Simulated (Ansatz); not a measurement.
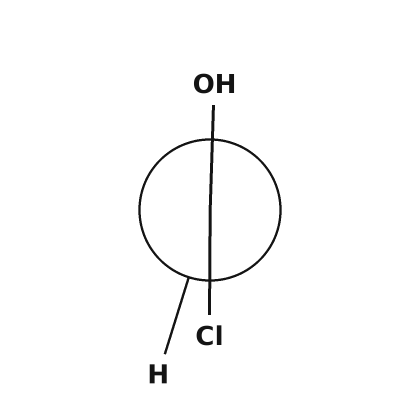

A Newman projection along the Ga–O bond, gallium in front; angles are drawn as computed, but eclipsed bonds slightly apart. Geometry: atoms displaced at random (about 0.02 Å) from a stationary point of PBE0-D4.

**Which molecule is it?**

ClGaH2O2, [OH][Ga]([OH])[Cl]

**What is the torsion angle from the front Cl to the back H? The sign is positive where the front bond must turn clockwise to cover the back bond.**

1°, synperiplanar (eclipsed).
